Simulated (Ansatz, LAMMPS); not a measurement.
## Li+ BF4- in propylene carbonate at 400 K (162 atoms): a reference run and its variants

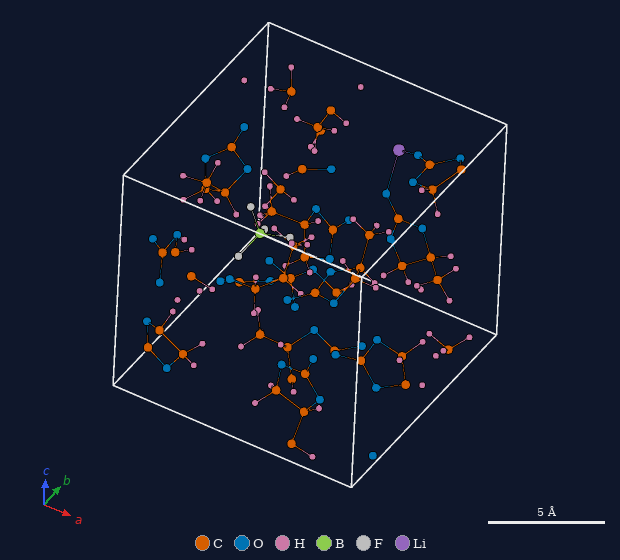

The cell (carbon orange, oxygen blue, hydrogen pink, boron green, fluorine light grey, lithium purple). Bonds to atoms that aren't drawn are left out. Some periodic images of atoms are drawn too.

Density of this cell: 1.23 g/cm³. The cell holds 162 atoms: 48 C, 36 O, 72 H, 1 B, 4 F and 1 Li. Cell: a = 12.123 Å, b = 12.123 Å, c = 12.123 Å, α = 90.0°, β = 90.0°, γ = 90.0°. 12 propylene carbonate, 1 Li+, 1 BF4- placed at random, at 1.23 g/cm³; overlaps pushed apart, then 10 ps at 550 K with stiff harmonic cages for PF6 and BF4 with UFF radii; Joung-Cheatham ions (J. Phys. Chem. B 112, 9020 (2008)); MMFF94 bonds, angles, torsions, charges and radii (Halgren, J. Comput. Chem. 17, 490 (1996)) in harmonic and 12-6 forms; charges of ions scaled by 0.8. Snapshot after 30 ps at 400 K and fixed volume.

Geometry: as built.

Reference run: Kohn-Sham DFT, PBE+D3(BJ), PAW (set soft_2), plane waves (Ansatz 0.2.0), cutoff 750 eV, Γ point, fermi-dirac smearing of 0.05 eV.

```
r.m.s. force component                           : 1.295 eV/Å
gap (highest filled to lowest empty level) : 4.655 eV
SCF cycles                                       : 11
time                                             : 13 s on 8 threads of Intel Xeon Platinum 8488C (Sapphire Rapids), shared host
```

Q: Estimate how much each variant changes the results, and its time and memory.
- support functions medium
- support functions low
- support functions medium, radius 3.34 Å
- support functions medium, radius 3.62 Å
- support functions medium, radius 3.86 Å
- support functions medium, radius 4.13 Å
- support functions medium, radius 4.65 Å
- support functions medium, radius 5.17 Å

Each row is set against the run with plane waves at 750 eV (Kohn-Sham DFT, PBE+D3(BJ), PAW (set soft_2), plane waves; r.m.s. force component 1.30 eV/Å). Energies are set beside the reference only for runs with its functional, potentials and electron count. Times are for 8 threads of Intel Xeon Platinum 8488C (Sapphire Rapids), shared host.

```csv
run,"Δ force, r.m.s. (meV/Å)",share of r.m.s. force (%),Δ energy (meV/atom),Δ gap (eV),cycles,time,host memory (GiB)
reference,-,-,-,-,11,13 s,5.3
support functions medium,0.857,0.0662,-0.596,-7.0e-4,15,62 s,5.3
support functions low,0.878,0.0678,-0.595,-0.0026,13,55 s,4.9
"support functions medium, radius 3.34 Å",0.856,0.066,-0.596,-0.001,15,60 s,5.1
"support functions medium, radius 3.62 Å",0.801,0.0619,-0.596,-6.0e-4,15,76 s,5.5
"support functions medium, radius 3.86 Å",0.817,0.0631,-0.596,-6.0e-4,15,85 s,5.9
"support functions medium, radius 4.13 Å",0.781,0.0603,-0.596,-5.0e-4,15,99 s,6.5
"support functions medium, radius 4.65 Å",0.778,0.0601,-0.596,-5.0e-4,15,2.3 min,8.0
"support functions medium, radius 5.17 Å",0.775,0.0598,-0.596,-5.0e-4,15,3.3 min,10
```

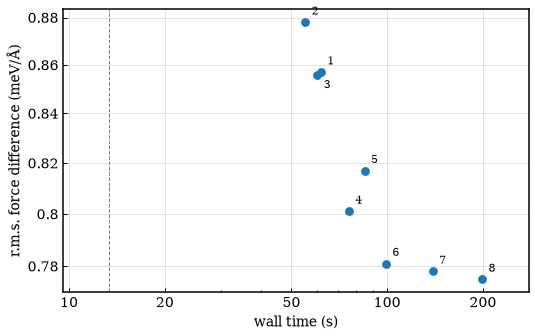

Force difference from the reference against wall time; the dashed line marks the reference's time. Points: 1 support functions medium; 2 support functions low; 3 support functions medium, radius 3.34 Å; 4 support functions medium, radius 3.62 Å; 5 support functions medium, radius 3.86 Å; 6 support functions medium, radius 4.13 Å; 7 support functions medium, radius 4.65 Å; 8 support functions medium, radius 5.17 Å.

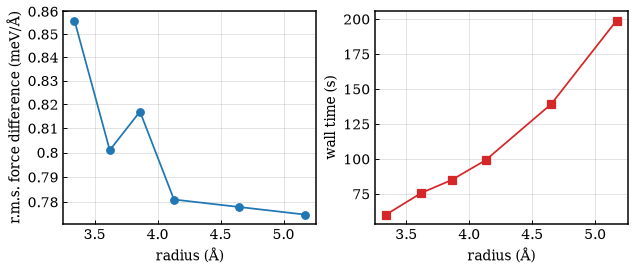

Force difference and time against the radius.

Among numerical settings the force difference runs from 0.78 meV/Å (support functions medium, radius 5.17 Å) to 0.88 meV/Å (support functions low). At 162 atoms the fastest of the runs at a preset level, support functions low, takes 4.1 times the time of plane waves, in 13 SCF cycles against 11. Differences between support functions and plane waves include what basis error the plane-wave run still has. As the radius goes from 3.34 to 5.17 Å, the force difference goes from 0.86 to 0.78 meV/Å (not steadily; the least is 0.78 at 5.17 Å), and the time from 60 s to 3.3 min. 

[Logs are printed without paths, hosts, clocks, repeated set-up lines and the standing remarks that a program may print on its own settings, such as how far it seeks lower states.]

[Hosts, paths, dates, database ids (printed as entryN), source tags and the programs' standing remarks are cut or masked in the printed files.]

[The MMFF94 radii named for the starting cell were scaled by 0.96; in molecules described by MMFF94, hydrogen bound to N, O or S took a small fixed 12-6 site in their place.]
